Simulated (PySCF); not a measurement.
Si(OH)(OMe)2(SiH3), SMILES CO[Si](O)([SiH3])OC (C₂H₁₀O₃Si₂) at its GFN2-xTB optimised geometry (Å):

```
17

C      0.0914     0.4955    -4.3070
O      0.1379     1.0036    -3.0015
Si    -0.5729     0.4367    -1.6571
O     -2.2130     0.5405    -1.6831
Si     0.3971     1.6662     0.0000
O     -0.2813    -1.1616    -1.6081
C     -0.7728    -2.0817    -0.6781
H      0.3837    -0.5550    -4.3179
H     -0.9162     0.5860    -4.7199
H      0.7864     1.0763    -4.9143
H     -2.6520     1.3774    -1.8036
H      0.0073     1.1651     1.3291
H      1.8626     1.6662     0.0000
H     -0.0186     3.0764     0.0000
H     -1.8626    -2.0424    -0.6363
H     -0.3742    -1.8701     0.3176
H     -0.4544    -3.0764    -0.9918
```

Computed with PySCF with CAM-B3LYP/def2-SVP.

Map of the log10 of the electron density (e/bohr³), floored at −4 on the plane z = 1.5 Å:

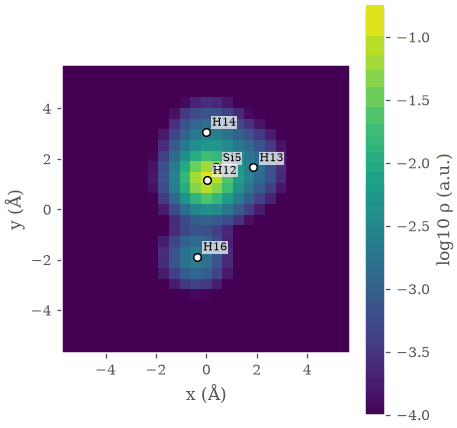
Figure. Log10 of the electron density (e/bohr³), floored at −4 on the plane z = 1.5 Å.
